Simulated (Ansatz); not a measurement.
## Fields on a plane of ZrSiS (space group P4/nmm)

```xyz
6
Lattice="3.4984 0.0000 0.0000 0.0000 3.4984 0.0000 0.0000 0.0000 7.9735" Properties=species:S:1:pos:R:3 pbc="T T T"
Zr     0.0000     1.7492     5.8095
Zr     1.7492     0.0000     2.1641
Si     0.0000     0.0000     0.0000
Si     1.7492     1.7492     0.0000
S      1.7492     0.0000     4.9459
S      0.0000     1.7492     3.0277
```

The slice is a (001) plane (indices of the conventional cell) through the point (0.000, 0.500, 0.380) (fractional), spanned by u = [100] and v = [010] in vectors of this cell: u (3.50 Å) and v (3.50 Å, at 90° to u). It covers one period; positions are fractions (u, v).

Atoms on it: S at (0.00, 0.00). Other atoms lie within 1 Å of the plane.

The numbers are results of LDA (plane waves to 420 eV, PAW, scalar-relativistic; Ansatz, a quantum-chemistry and plane-wave program), not measurements. k mesh 13×13×6. Inside the PAW spheres the values are not all-electron values, and peaks at nuclei hang on which shells count as valence. The PAW data are Ansatz's earlier set. ZrSiS is run without spin polarisation. ZrSiS was relaxed with its symmetry unable to fall.

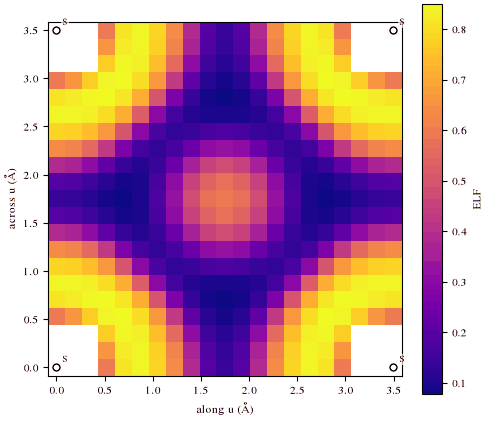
Electron localisation function (ELF), one period of the plane, atoms marked. Points within 0.5 Å of a nucleus are left white, as the pseudised field means little there.

| v \ u | 0.00 | 0.10 | 0.20 | 0.30 | 0.40 | 0.50 | 0.60 | 0.70 | 0.80 | 0.90 |
|---|---|---|---|---|---|---|---|---|---|---|
| 0.90 | -0.1 | 0.0 | 0.0 | -0.4 | -0.7 | -0.9 | -0.7 | -0.4 | 0.0 | 0.0 |
| 0.75 | -0.1 | -0.2 | -0.4 | -0.6 | -0.7 | -0.7 | -0.7 | -0.6 | -0.4 | -0.2 |
| 0.60 | -0.7 | -0.7 | -0.7 | -0.5 | -0.2 | -0.1 | -0.2 | -0.5 | -0.7 | -0.7 |
| 0.45 | -0.9 | -0.9 | -0.8 | -0.5 | -0.1 | 0.0 | -0.1 | -0.5 | -0.8 | -0.9 |
| 0.30 | -0.3 | -0.4 | -0.5 | -0.6 | -0.5 | -0.5 | -0.5 | -0.6 | -0.5 | -0.4 |
| 0.15 | 0.1 | 0.1 | -0.1 | -0.4 | -0.7 | -0.9 | -0.7 | -0.4 | -0.1 | 0.1 |
| 0.00 | -1.2 | -0.1 | 0.0 | -0.3 | -0.7 | -0.9 | -0.7 | -0.3 | 0.0 | -0.1 |

Values: log₁₀ of the valence density in e/Å³. The scale is logarithmic, as a density can span decades between atoms and voids.
